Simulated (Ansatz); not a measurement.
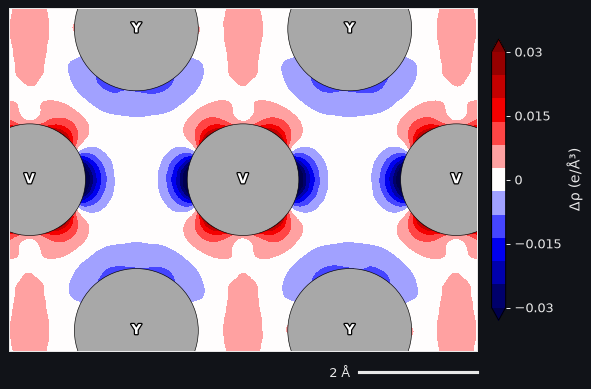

YV. Difference of the valence pseudo-densities of two functionals at the same geometry, on the (110) plane of the calculation cell: one of PBE and r2SCAN less the other.

Both computed with Ansatz (plane waves, PAW), on the same k-point mesh. Grey discs cover the atomic cores.

```yaml
crystal:
  lattice:
    - [3.61524, 0.00000, 0.00000]
    - [0.00000, 3.61524, 3.61644]
    - [0.00000, 0.00000, 7.23288]
  atoms:
    - { symbol: V, position: [0.00000, 0.00000, 0.00000] }
    - { symbol: Y, position: [0.50000, 0.50000, 0.00000] }
    - { symbol: V, position: [0.00000, 0.00000, 0.50000] }
    - { symbol: Y, position: [0.50000, 0.50000, 0.50000] }
```

Which was subtracted from which, and what does the map show?

Answer. It is r2SCAN less PBE. Against PBE, r2SCAN gives less density around Y (−0.004 e/Å³ on average at 1.2 Å from the nucleus) and more density in the space between the atoms (+0.002 e/Å³ on average).
